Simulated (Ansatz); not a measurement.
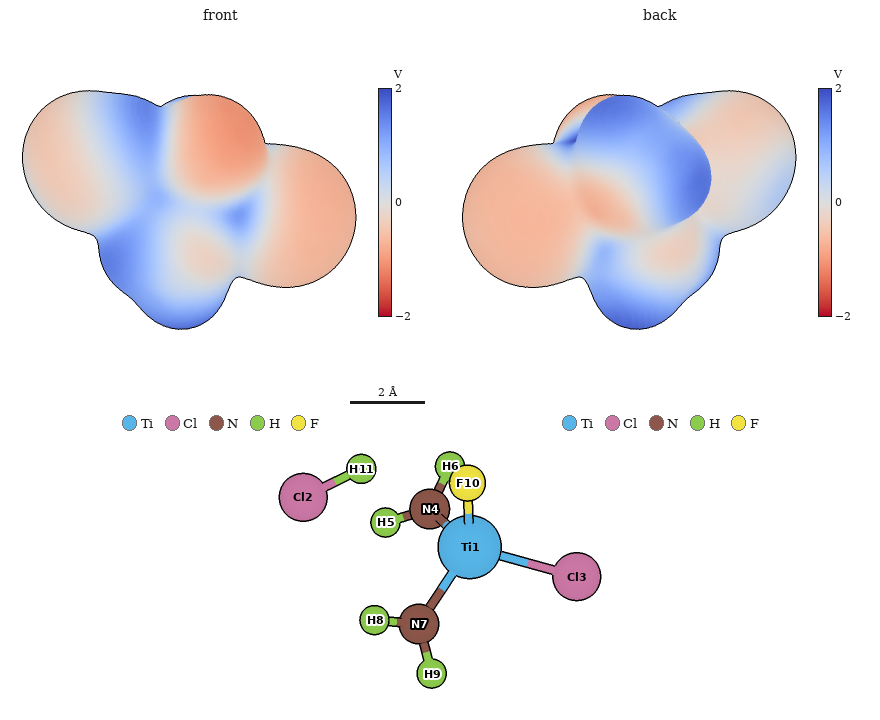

Figure 1: ClFH$_{4}$N$_{2}$Ti···HCl. The electrostatic potential painted on the density surface at 0.002 e/bohr³, seen from the front and from behind; the colour scale runs from red (negative) to blue (positive). The bare structure is drawn below in the same view.

Not at a stationary point (largest force 0.8 eV/Å).

All numbers below come from RKS BLYP-D4/def2-SVP in Ansatz 0.2.0.

Input

```
crystal:
  periodic: [false, false, false]
  atoms:
    - { symbol: Ti, position_ang: [0.0, 0.0, 0.0] }
    - { symbol: Cl, position_ang: [0.0, 0.0, 2.72] }
    - { symbol: Cl, position_ang: [2.2349, 0.0, -0.7892] }
    - { symbol: "N", position_ang: [-0.9703, 1.681, -0.686] }
    - { symbol: H, position_ang: [-1.9904, 1.6258, -0.9687] }
    - { symbol: H, position_ang: [-0.4498, 2.6017, -0.7565] }
    - { symbol: "N", position_ang: [-0.9703, -1.681, -0.686] }
    - { symbol: H, position_ang: [-1.5052, -2.2973, -0.0095] }
    - { symbol: H, position_ang: [-0.9349, -1.9302, -1.7156] }
    - { symbol: F, position_ang: [1.1117, -1.6882, 0.6716] }
    - { symbol: H, position_ang: [0.8208, -1.2464, 1.8444] }
basis:
  gaussian: { orbitals: def2-SVP }
hamiltonian:
  xc: blyp
  dispersion: d4
relax:
  f_tol: 0.15
  max_steps: 25
  restrain:
    - { distance: [0, 9], at: 1.83, k: 30.0 }
    - { distance: [10, 1], at: 1.37, k: 30.0 }
    - { distance: [0, 1], at: 3.57, k: 30.0 }
    - { distance: [10, 9], at: 2.12, k: 30.0 }
output:
  orbitals: {}
```

Command:

```sh
ansatz run input.yaml --threads 4 --pin off --max-ram 5120MiB --backend cpu --events-out ev --progress --plain --runs-dir out
```

The fields are those of the run's last geometry, not of the input's.

> Which sites attract a positive test charge, and which a negative one?

A positive charge is drawn to the negative regions and a negative charge to the positive ones. The most negative region (about −1.0 V, or −23 kcal/mol for a unit charge) lies over F10, the most positive (about +1.7 V, or +39 kcal/mol for a unit charge) over Ti1 and H9. Cl2 shows a σ-hole: about +0.5 V, or +12 kcal/mol for a unit charge at the tip opposite its bond, against about −0.1 V on its flanks.
